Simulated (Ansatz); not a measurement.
**GeH2ClO (SMILES [O][GeH2][Cl]): a chain of runs**

Wanted: a series of 12 runs (UHF/STO-3G, UHF/3-21G, UHF/6-31G*, UB3LYP/6-31G*, UPBE/def2-SVP) of ClGeH2O. 

The calculation is run with Ansatz 0.2.0.

## Step 1: The system as given

GeH2ClO has 5 atoms, charge 0, and is taken as a doublet. SMILES: `[O][GeH2][Cl]`. The shape is that of a PBE0-D4/def2-TZVP optimisation. The run starts from this shape.

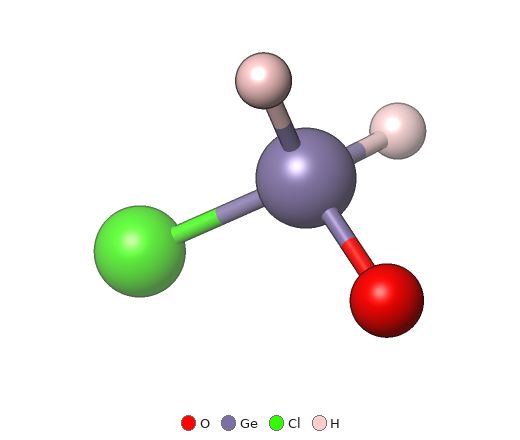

The structure, seen from a chosen angle (oxygen red, germanium purple, chlorine green, hydrogen pink).

## Step 2: A structure relaxation at UHF/STO-3G (start density atoms) (run 1)

Contents of molecule.yaml:

```yaml
crystal:
  periodic: [false, false, false]
  atoms:
    - {symbol: O, position_ang: [-0.272400, -0.591800, 1.625500]}
    - {symbol: Ge, position_ang: [0.123700, -0.081200, -0.034500]}
    - {symbol: Cl, position_ang: [-1.347100, 1.290100, -0.778900]}
    - {symbol: H, position_ang: [0.081000, -1.343800, -0.899000]}
    - {symbol: H, position_ang: [1.464600, 0.653000, 0.045400]}
basis:
  gaussian: {orbitals: STO-3G}
magnetization: {spin_polarized: true, initial_magnetization: 1}
hamiltonian: {xc: hf}
relax: {f_tol: 0.002}
output: {orbitals: {seedname: orbitals}}
```

Started as:

```
$ ansatz run molecule.yaml --threads 1 --pin off --max-ram 3480MiB --events-out events.jsonl --progress --plain --runs-dir runs
```

What it wrote:

```text
Warning: RAYON_NUM_THREADS=1 ignored (pool sized by the plan → 1); use --threads N
The last accepted step is kept in runs//last_step.txt (removed where the run ends without a failure and the disk answers)
[... 53 lines left out ...]
Total energy: -70243.36097317 eV, -2581.3959031040 hartree
[... 5 lines left out ...]
Dipole moment:     0.521488    -0.358612    -0.005800 e Å
```

It took 8.1 s on 1 thread of Arm Neoverse V1, shared host; peak memory 0.11 GiB.

Step by step:

```csv
step,energy from the first frame kept (eV),largest force (eV/Å)
1,0.0000,1.9511
2,-0.1910,0.2392
3,-0.1991,0.0841
4,-0.2006,0.0587
5,-0.2008,0.0451
6,-0.2008,0.0011
```

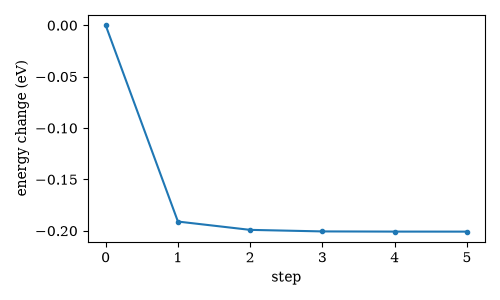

Energy along the run.

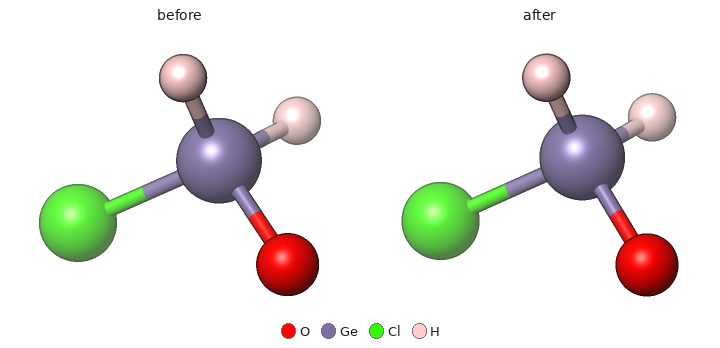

Before and after, at one scale.

After the run. Bond lengths: O1–Ge2 1.780 Å, Ge2–Cl3 2.157 Å, Ge2–H4 1.436 Å, Ge2–H5 1.436 Å. Angles: O1–Ge2–Cl3 108.3°, O1–Ge2–H4 109.7°, O1–Ge2–H5 109.7°, Cl3–Ge2–H4 107.1°, Cl3–Ge2–H5 107.1°, H4–Ge2–H5 114.8°.

## Step 3: The harmonic vibrations at UHF/STO-3G (start density atoms) (run 2)

Contents of input.yaml:

```yaml
crystal:
  periodic: [false, false, false]
  atoms:
    - {symbol: O, position_ang: [-0.298285, -0.576872, 1.631842]}
    - {symbol: Ge, position_ang: [0.152500, -0.105794, -0.024620]}
    - {symbol: Cl, position_ang: [-1.332219, 1.272684, -0.763938]}
    - {symbol: H, position_ang: [0.121729, -1.258610, -0.880712]}
    - {symbol: H, position_ang: [1.406076, 0.594892, -0.004073]}
basis:
  gaussian:
    orbitals: STO-3G
total_charge: 0
magnetization:
  spin_polarized: true
  initial_magnetization: 1
hamiltonian:
  xc: hf
phonons:
  temperatures:
    t_min: 298.15
    t_max: 298.15
    t_step: 1
```

Started as:

```
$ ansatz run input.yaml --threads 1 --pin off --max-ram 3480MiB --events-out events.jsonl --progress --plain --runs-dir runs
```

What it wrote:

```text
Warning: RAYON_NUM_THREADS=1 ignored (pool sized by the plan → 1); use --threads N
[... 108 lines left out ...]
Total energy: -70243.36096872 eV, -2581.3959029404 hartree
[... 5 lines left out ...]
Dipole moment:     0.521487    -0.358611    -0.005800 e Å
Vibrations: 222.52 482.89 575.04 698.75 777.87 960.85 1055.42 2429.23 2456.64 cm⁻¹, zero-point energy 0.598794 eV
```

It took 10 s on 1 thread of Arm Neoverse V1, shared host; peak memory 0.097 GiB.

Runs 3 to 11 aren't shown in full; the table further down has their settings and results.

## Step 4: The harmonic vibrations at UPBE/def2-SVP (start density atoms) (run 12)

Contents of in.yaml:

```yaml
crystal:
  periodic: [false, false, false]
  atoms:
    - {symbol: O, position_ang: [-0.255759, -0.612054, 1.643939]}
    - {symbol: Ge, position_ang: [0.105756, -0.076205, -0.018700]}
    - {symbol: Cl, position_ang: [-1.365900, 1.317119, -0.808549]}
    - {symbol: H, position_ang: [0.089383, -1.352057, -0.902432]}
    - {symbol: H, position_ang: [1.476320, 0.649496, 0.044242]}
basis:
  gaussian:
    orbitals: def2-SVP
magnetization:
  spin_polarized: true
  initial_magnetization: 1
hamiltonian:
  xc: pbe
phonons:
  temperatures: {t_min: 298.15, t_max: 298.15, t_step: 1}
```

Started as:

```
$ ansatz run in.yaml --threads 1 --pin off --max-ram 3480MiB --events-out events.jsonl --progress --plain --runs-dir runs
```

What it wrote:

```text
Warning: RAYON_NUM_THREADS=1 ignored (pool sized by the plan → 1); use --threads N
[... 23 lines left out ...]
805 factors; their error is unknown
[... 30 lines left out ...]
805 factors; their error is unknown
[... 30 lines left out ...]
805 factors; their error is unknown
[... 30 lines left out ...]
805 factors; their error is unknown
[... 25 lines left out ...]
805 factors; their error is unknown
[... 4 lines left out ...]
805 factors; their error is unknown
[... 4 lines left out ...]
805 factors; their error is unknown
[... 4 lines left out ...]
805 factors; their error is unknown
[... 5 lines left out ...]
805 factors; their error is unknown
[... 4 lines left out ...]
805 factors; their error is unknown
[... 9 lines left out ...]
Dipole moment:     0.334498    -0.113795    -0.249476 e Å
Vibrations: 183.42 272.41 411.69 548.64 647.87 718.42 759.38 2055.22 2066.94 cm⁻¹, zero-point energy 0.475108 eV
```

Run time: 68 s. Hardware: 1 thread of Arm Neoverse V1, shared host; peak memory 0.15 GiB.

## Step 5: The series

```csv
run,level,task,walk f tol,partner,energy (Eh),dipole moment (D),⟨S²⟩,wall time
1,UHF/STO-3G (start density atoms),optimise,0.002,base,-2581.395903,3.04,0.758,8.1 s
2,UHF/STO-3G (start density atoms),frequencies,–,base,-2581.395903,3.04,0.758,10 s
3,UHF/STO-3G (start density atoms),energy,–,cation,-2581.077457,–,1.004,3.6 s
4,UHF/STO-3G (start density atoms),optimise,–,cation,-2581.111372,–,1.000,13 s
5,UHF/3-21G (start density atoms),optimise,0.002,base,-2598.288597,3.52,0.756,13 s
6,UHF/3-21G (start density atoms),frequencies,–,base,-2598.288599,3.52,0.756,20 s
7,"UHF/6-31G* (Cartesian functions, start density atoms)",optimise,0.002,base,-2610.590845,2.63,0.758,25 s
8,"UHF/6-31G* (Cartesian functions, start density atoms)",frequencies,–,base,-2610.590845,2.63,0.758,37 s
9,"UB3LYP/6-31G* (Cartesian functions, start density atoms)",optimise,0.002,base,-2613.358395,2.37,0.754,54 s
10,"UB3LYP/6-31G* (Cartesian functions, start density atoms)",frequencies,–,base,-2613.358395,2.37,0.754,1.8 min
11,UPBE/def2-SVP (start density atoms),optimise,0.002,base,-2612.544913,2.08,0.753,33 s
12,UPBE/def2-SVP (start density atoms),frequencies,–,base,-2612.544913,2.08,0.753,68 s
```

## Step 6: Outcome

| quantity | value |
| --- | --- |
| run 12, UPBE/def2-SVP: total energy | -2612.54491 Eh |
| run 12, UPBE/def2-SVP: dipole moment | 2.08 D |
| run 12, UPBE/def2-SVP: ⟨S²⟩ | 0.753 |
| run 12, UPBE/def2-SVP: largest force on an atom | 0.001 eV/Å |
| run 12, UPBE/def2-SVP: lowest harmonic wavenumber | 183 cm⁻¹ |
| run 12, UPBE/def2-SVP: highest harmonic wavenumber | 2067 cm⁻¹ |
| run 12, UPBE/def2-SVP: zero-point energy | 45.8 kJ/mol |
| vertical ionisation energy (to the singlet cation) | 8.665 eV |
| adiabatic ionisation energy (to the singlet cation, no zero-point term) | 7.742 eV |

In words: The vertical ionisation energy comes to 8.67 eV (836 kJ/mol). Only the singlet of the ionised species was computed; a triplet could lie lower. Its partner is spin-contaminated (⟨S²⟩ = 1.00 against 0.00), so the difference is in doubt. In a minimal basis such a difference can be off by several eV, whatever the method. The adiabatic ionisation energy (to the singlet cation, no zero-point term) is 7.74 eV (747 kJ/mol). Totals of different functionals can't be ranked against each other. In runs 1, 2, 3, 4 the basis is minimal, so the values are rough. Spin contamination of the reference: run 3 ⟨S²⟩ = 1.00, run 4 ⟨S²⟩ = 1.00. Where it is this large, the reference is a mixture of spin states, and values that rest on it are in doubt. All runs together took 6.6 min, the longest 1.8 min.
